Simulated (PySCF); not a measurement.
Molecule: Al(F)2(tBu), SMILES [Al]([F])([F])[C](C)(C)C. Atoms near the plane z = 1.0 Å, at the GFN2-xTB optimised geometry (x, y, z in Å): Al1 (-1.4, 0.0, 0.0), F2 (-2.2, 1.4, 0.0), F3 (-2.2, -1.4, 0.0), C4 (0.7, 0.0, 0.0), C5 (1.2, 0.1, 1.4), H8 (2.3, 0.1, 1.4), H9 (0.9, -0.8, 2.0), H10 (0.9, 1.0, 1.9), H11 (0.7, -2.2, -0.2).

Method: PBE0/def2-TZVP run with PySCF. The values are rescaled to run from 0 to 1.

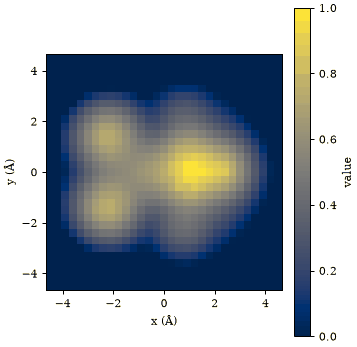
Figure: a field on the plane z = 1.0 Å.

Which quantity is mapped?
A. log10 of the electron density
B. electron localisation function
C. deformation density (molecule minus spherical neutral atoms)
D. electrostatic potential

A, log10 of the electron density. In full: log10 of the electron density (e/bohr³), floored at −4.
